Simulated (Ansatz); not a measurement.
# C2H7NSi (SMILES C=C[SiH2]N) at PBE0/cc-pVDZ

What is the energy change on altering one bond length of C2H7NSi at PBE0/cc-pVDZ? 

Program for the calculation: Ansatz 0.2.0.

62 further runs of the same task are left out: 62 set aside as unsound or not needed.

**1. The molecule**

The species is C2H7NSi (11 atoms), meant as a singlet with charge 0. SMILES: `C=C[SiH2]N`. The shape is that of a PBE0-D4/def2-TZVP optimisation. This is one conformer, not always the lowest.

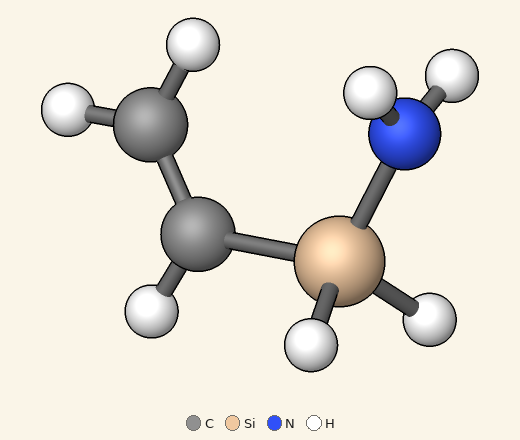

Viewed from a chosen angle; carbon grey, silicon light orange, nitrogen blue, hydrogen white.

**2. The energy at PBE0/cc-pVDZ**

The input, run.yaml:

```yaml
crystal:
  periodic: [false, false, false]
  atoms:
    - {symbol: C, position_ang: [-0.676100, 1.337000, -0.945000]}
    - {symbol: C, position_ang: [0.089300, 1.208600, 0.135100]}
    - {symbol: Si, position_ang: [0.596500, -0.444500, 0.832600]}
    - {symbol: N, position_ang: [0.002900, -1.803700, -0.028600]}
    - {symbol: H, position_ang: [-0.967100, 2.304600, -1.344700]}
    - {symbol: H, position_ang: [-1.046800, 0.465600, -1.479100]}
    - {symbol: H, position_ang: [0.433000, 2.116700, 0.631600]}
    - {symbol: H, position_ang: [0.099500, -0.536600, 2.232600]}
    - {symbol: H, position_ang: [2.083200, -0.516700, 0.836000]}
    - {symbol: H, position_ang: [0.404900, -2.086000, -0.906300]}
    - {symbol: H, position_ang: [-0.953800, -2.102100, 0.056300]}
basis:
  gaussian: {orbitals: cc-pVDZ}
hamiltonian: {xc: pbe0}
output: {orbitals: {seedname: orbitals}}
magnetization: {spin_polarized: false}
accuracy: high
```

Launch:

```
$ ansatz run run.yaml --threads 1 --pin off --max-ram 3480MiB --events-out events.jsonl --progress --plain --runs-dir runs
```

The log of the run:

```text
Warning: RAYON_NUM_THREADS=1 ignored (pool sized by the plan → 1); use --threads N
Functional definition: PBE0
  name "PBE0"
  parameter a = 0.25
  parameter kappa = 0.804
  parameter beta = 0.06672455060314922
  exchange = (1 - a)*pbe_x(kappa = kappa, mu = beta*pi^2/3) + a*exact_x
  correlation = pbe_c(beta = beta)
2292 factors; integrals over basis functions are off by at most 3.8e-9 eV
mean field evaluation 1: about -11539.9423 eV, gradient 5.9e1 eV
mean field evaluation 2: about -11535.7201 eV, gradient 7.2e1 eV
mean field evaluation 4: about -11547.5906 eV, gradient 3.2e0 eV
mean field evaluation 8: about -11547.8345 eV, gradient 2.6e-1 eV
mean field evaluation 16: about -11547.8347 eV, gradient 2.0e-5 eV
mean field -11547.83471266 eV, -424.3750982869 hartree, gradient 4.9e-8 eV, S^2 0.000000; 0 other end points of the search recorded, 0 dependent functions left out
reference -11547.83471541 eV, -424.3750983878 hartree; 20, 20 occupied and 75, 75 virtual orbitals, 2292 factors
Total energy: -11547.83471541 eV, -424.3750983878 hartree
```

Wall time 8.4 s (1 thread of Arm Neoverse V2, shared host); peak memory 0.34 GiB.

**3. The distorted shape, same level**

The input, molecule.yaml:

```yaml
basis:
  gaussian: {orbitals: cc-pVDZ}
crystal:
  periodic: [false, false, false]
  atoms:
    - {symbol: C, position_ang: [-0.389062, 1.426529, -0.970473]}
    - {symbol: C, position_ang: [0.376338, 1.298129, 0.109627]}
    - {symbol: Si, position_ang: [0.883538, -0.354971, 0.807127]}
    - {symbol: "N", position_ang: [0.289938, -1.714171, -0.054073]}
    - {symbol: H, position_ang: [-0.680062, 2.394129, -1.370173]}
    - {symbol: H, position_ang: [-0.759762, 0.555129, -1.504573]}
    - {symbol: H, position_ang: [0.720038, 2.206229, 0.606127]}
    - {symbol: H, position_ang: [0.386538, -0.447071, 2.207127]}
    - {symbol: H, position_ang: [2.370238, -0.427171, 0.810527]}
    - {symbol: H, position_ang: [0.691938, -1.996471, -0.931773]}
    - {symbol: H, position_ang: [-0.953800, -2.102100, 0.056300]}
accuracy: high
hamiltonian: {xc: {name: PBE0}}
output: {orbitals: {seedname: orbitals}}
```

Launch:

```
$ ansatz run molecule.yaml --threads 1 --pin off --max-ram 3480MiB --events-out events.jsonl --progress --plain --runs-dir runs
```

The log of the run (excerpt; [...] marks lines left out):

```text
Warning: RAYON_NUM_THREADS=1 ignored (pool sized by the plan → 1); use --threads N
[... 7 set-up lines as earlier in the session ...]
2298 factors; integrals over basis functions are off by at most 3.7e-9 eV
mean field evaluation 1: about -11538.6453 eV, gradient 5.8e1 eV
mean field evaluation 2: about -11532.3608 eV, gradient 7.6e1 eV
mean field evaluation 4: about -11546.4476 eV, gradient 3.3e0 eV
mean field evaluation 8: about -11546.6801 eV, gradient 3.4e-1 eV
mean field evaluation 16: about -11546.6804 eV, gradient 2.6e-5 eV
mean field -11546.68039663 eV, -424.3326779550 hartree, gradient 5.5e-8 eV, S^2 0.000000; 0 other end points of the search recorded, 0 dependent functions left out
reference -11546.68039942 eV, -424.3326780577 hartree; 20, 20 occupied and 75, 75 virtual orbitals, 2298 factors
Total energy: -11546.68039942 eV, -424.3326780577 hartree
```

Wall time 8.4 s (1 thread of Arm Neoverse V2, shared host); peak memory 0.34 GiB.

**4. Outcome**

Level: PBE0/cc-pVDZ.

| quantity | value |
| --- | --- |
| first shape: total energy | -424.37510 Eh |
| first shape: HOMO energy | -7.08 eV |
| first shape: LUMO energy | 0.09 eV |
| first shape: HOMO–LUMO gap | 7.16 eV |
| distorted shape: total energy | -424.33268 Eh |
| distorted shape: HOMO energy | -6.97 eV |
| distorted shape: LUMO energy | 0.04 eV |
| distorted shape: HOMO–LUMO gap | 7.00 eV |
| energy change with the N4–H11 bond stretched from 1.006 to 1.307 Å | 1.154 eV |

With the N4–H11 bond stretched from 1.006 to 1.307 Å the energy rises by 1.15 eV (27 kcal/mol). The first shape isn't relaxed at this level, so the change isn't measured from a minimum.
